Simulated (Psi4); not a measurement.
**SiNH3ClO (SMILES [NH][SiH](O)Cl): U-r2SCAN/def2-SVP**

Aim: the vertical ionisation energy of SiNH3ClO at U-r2SCAN/def2-SVP, from 2 runs. 

The results are computed with Psi4 1.11.

4 further runs of the same task are left out: 2 that didn't finish, 2 set aside as unsound or not needed.

### Step 1. The structure to begin with

The species is SiNH3ClO (7 atoms), meant as a doublet with charge 0. As SMILES, `[NH][SiH](O)Cl`. The coordinates come from a PBE0-D4/def2-TZVP relaxation. This is one conformer, not always the lowest.

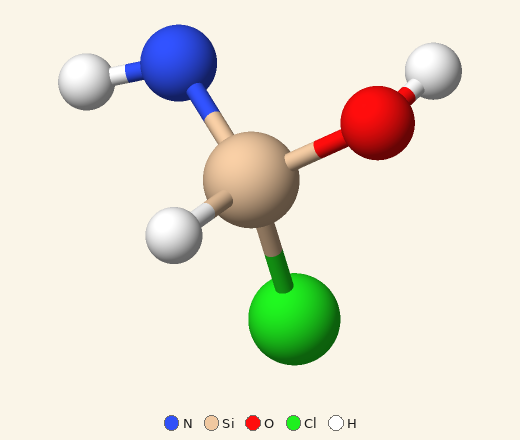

Viewed from a chosen angle; nitrogen blue, silicon light orange, oxygen red, chlorine green, hydrogen white.

### Step 2. Energy and gradient at U-r2SCAN/def2-SVP

File job.inp:

```
memory 2.2 GB

molecule {
  0 2
  N     -0.309900     1.111500    -0.879100
  Si    -0.073900    -0.114300     0.330400
  O      1.465600    -0.630300     0.304800
  Cl    -1.390000    -1.593900    -0.221000
  H     -1.151500     1.677300    -0.756300
  H     -0.348600     0.280200     1.724700
  H      1.869600    -0.798400    -0.549200
  units angstrom
  symmetry c1
}

set globals {
  basis def2-SVP
  reference uks
  puream true
  e_convergence 1e-09
  d_convergence 1e-08
  scf_type pk
  dft_radial_points 99
  dft_spherical_points 590
  maxiter 100
}

energy_value, wavefunction = gradient("r2scan", return_wfn=True)
oeprop(wavefunction, "LOWDIN_CHARGES", "MAYER_INDICES", "QUADRUPOLE", title="R2SCAN")
```

Started as:

```console
$ psi4 -i job.inp -o job.out -n 1
```

job.out:

```text
[...]
  Running in c1 symmetry.
[...]
  Nuclear repulsion =  216.933065285409384
[...]
  Multiplicity = 2
[...]
  Nalpha       = 25
  Nbeta        = 24
[...]
    Number of basis functions: 79
[...]
   @UKS iter   1:  -880.37755146912787    2.67170e-01   1.38328e-02 DIIS/ADIIS
[...]
   @UKS iter  17:  -881.06041163663451    1.13687e-12   5.56779e-09 DIIS
[...]
   @S^2 Observed:                7.543380727E-01
[...]
    Orbital Energies [Eh]
    ---------------------
    Alpha Occupied:
       1A   -101.166019     2A    -65.883130     3A    -18.977907
       4A    -14.201208     5A     -9.367588     6A     -7.115855
       7A     -7.109839     8A     -7.109460     9A     -5.267680
      10A     -3.614680    11A     -3.612161    12A     -3.610805
      13A     -0.974385    14A     -0.816931    15A     -0.782476
      16A     -0.541770    17A     -0.462037    18A     -0.414490
      19A     -0.384134    20A     -0.345910    21A     -0.325105
      22A     -0.309717    23A     -0.300136    24A     -0.288243
      25A     -0.271851
    Alpha Virtual:
[...]
  @UKS Final Energy:  -881.06041163663451
   => Energetics <=
    Nuclear Repulsion Energy =            216.9330652854093842
    One-Electron Energy =               -1647.9587055819001762
    Two-Electron Energy =                 615.7174627231863724
    DFT Exchange-Correlation Energy =     -65.7522340633300928
    Empirical Dispersion Energy =           0.0000000000000000
    VV10 Nonlocal Energy =                  0.0000000000000000
    Total Energy =                       -881.0604116366345124
[...]
  -Total Gradient:
     Atom            X                  Y                   Z
    ------   -----------------  -----------------  -----------------
       1       -0.003426884425     0.000210904749     0.004617367616
       2        0.006627964790    -0.006943762633    -0.004685877687
       3       -0.011104078763     0.003767991958    -0.004892599208
       4        0.004867815052     0.005340432001     0.002339800200
       5        0.004716304374    -0.003604025563    -0.000391285331
       6        0.000288517649    -0.000122891981    -0.002289356626
       7       -0.002535760824     0.000953748316     0.005137872169
[...]
 Multipole Moments:
 ------------------------------------------------------------------------------------
     Multipole            Electronic (a.u.)      Nuclear  (a.u.)        Total (a.u.)
 ------------------------------------------------------------------------------------
 L = 1.  Multiply by 2.5417464519 to convert [e a0] to [Debye]
 Dipole X            :         -2.2639350            2.2495956           -0.0143394
 Dipole Y            :         -3.2052332            3.5833792            0.3781459
 Dipole Z            :         -0.8102019            0.7165335           -0.0936684
 Magnitude           :                                                    0.3898381
 L = 2.  Multiply by 1.3450342976 to convert [e a0^2] to [Debye ang]
 Quadrupole XX       :       -209.8739422          183.2538247          -26.6201174
 Quadrupole XY       :        -63.5428412           60.8697022           -2.6731390
[...]
```

It took 41 s on 1 thread of AMD EPYC 9R45 (Zen 5), shared host; peak memory 1.2 GiB.

### Step 3. The singlet cation at the same level

File calc.inp:

```
memory 2200 MB

molecule {
  1 1
  N
  Si 1 R2
  O 2 R3 1 A3
  Cl 2 R4 3 A4 1 D4
  H 1 R5 2 A5 3 D5
  H 2 R6 3 A6 1 D6
  H 3 R7 2 A7 6 D7

  R2 = 1.738152
  R3 = 1.623875
  A3 = 109.98931
  R4 = 2.055572
  A4 = 111.96506
  D4 = 114.5343
  R5 = 1.021518
  A5 = 114.7605
  D5 = -162.93405
  R6 = 1.474843
  A6 = 106.05017
  D6 = -126.59771
  R7 = 0.959578
  A7 = 117.95891
  D7 = -170.42345
  symmetry c1
}

set basis def2-SVP
set puream true
set e_convergence 1e-09
set d_convergence 1e-08
set scf_type pk
set dft_radial_points 99
set dft_spherical_points 590

e, wfn = gradient("r2scan", return_wfn=True)
oeprop(wfn, "MAYER_INDICES", "LOWDIN_CHARGES", "DIPOLE", title="R2SCAN")
```

Started as:

```console
$ psi4 calc.inp calc.out -n 1
```

calc.out:

```text
[...]
  Running in c1 symmetry.
[...]
  Nuclear repulsion =  216.933092568797576
[...]
  Multiplicity = 1
[...]
  Nalpha       = 24
  Nbeta        = 24
[...]
    Number of basis functions: 79
[...]
   @RKS iter   1:  -879.75340655580476    8.91315e-01   1.47171e-02 ADIIS/DIIS
[...]
   @RKS iter  18:  -880.64724900782551   -1.81899e-12   2.73872e-09 DIIS
[...]
    Orbital Energies [Eh]
    ---------------------
    Doubly Occupied:
       1A   -101.437668     2A    -66.124277     3A    -19.218896
       4A    -14.518783     5A     -9.637451     6A     -7.386501
       7A     -7.381067     8A     -7.377181     9A     -5.510327
      10A     -3.857113    11A     -3.855495    12A     -3.852815
      13A     -1.207025    14A     -1.077744    15A     -1.036621
      16A     -0.775984    17A     -0.718063    18A     -0.658681
      19A     -0.614068    20A     -0.580154    21A     -0.565304
      22A     -0.550168    23A     -0.536130    24A     -0.527167
[...]
  @RKS Final Energy:  -880.64724900782551
   => Energetics <=
    Nuclear Repulsion Energy =            216.9330925687975764
    One-Electron Energy =               -1635.4712473746953947
    Two-Electron Energy =                 603.2139463150632537
    DFT Exchange-Correlation Energy =     -65.3230405169908437
    Empirical Dispersion Energy =           0.0000000000000000
    VV10 Nonlocal Energy =                  0.0000000000000000
    Total Energy =                       -880.6472490078255078
[...]
  -Total Gradient:
     Atom            X                  Y                   Z
    ------   -----------------  -----------------  -----------------
       1        0.021351093502     0.001457051030    -0.002252429971
       2       -0.016047019841    -0.000139023615    -0.030778901736
       3       -0.007722382514     0.000122195376     0.003309009020
       4        0.004606782626    -0.000686821994     0.014581000863
       5       -0.009900799210    -0.011160014646     0.011020729372
       6       -0.002647593099    -0.004141532203     0.003723609994
       7        0.009811302947     0.014924067610     0.000572940732
[...]
 Multipole Moments:
 ------------------------------------------------------------------------------------
     Multipole            Electronic (a.u.)      Nuclear  (a.u.)        Total (a.u.)
 ------------------------------------------------------------------------------------
 L = 1.  Multiply by 2.5417464519 to convert [e a0] to [Debye]
 Dipole X            :         -3.0181796            3.5564486            0.5382690
 Dipole Y            :          1.8213235           -1.6725462            0.1487773
 Dipole Z            :          0.7249355           -1.7230685           -0.9981329
 Magnitude           :                                                    1.1437384
[...]
```

It took 26 s on 1 thread of AMD EPYC 9R45 (Zen 5), shared host; peak memory 1.2 GiB.

### Step 4. Results

Level: U-r2SCAN/def2-SVP.

```
                                            quantity          value
                      doublet SiNH3ClO: total energy  -881.06041 Eh
                     doublet SiNH3ClO: dipole moment         0.99 D
doublet SiNH3ClO: HOMO energy (highest over α and β)       -6.91 eV
 doublet SiNH3ClO: LUMO energy (lowest over α and β)       -4.38 eV
                              doublet SiNH3ClO: ⟨S²⟩          0.754
          doublet SiNH3ClO: largest force on an atom     0.653 eV/Å
                        singlet cation: total energy  -880.64725 Eh
                         singlet cation: HOMO energy      -14.34 eV
                         singlet cation: LUMO energy      -14.01 eV
                       singlet cation: HOMO–LUMO gap        0.34 eV
            singlet cation: largest force on an atom     1.785 eV/Å
  vertical ionisation energy (to the singlet cation)      11.243 eV
```

In words: The vertical ionisation energy comes to 11.24 eV (259 kcal/mol). The largest force (doublet SiNH3ClO) is 0.65 eV/Å: the shape isn't a stationary point for this species at this level. Only the singlet of the ionised species was computed; a triplet could lie lower.
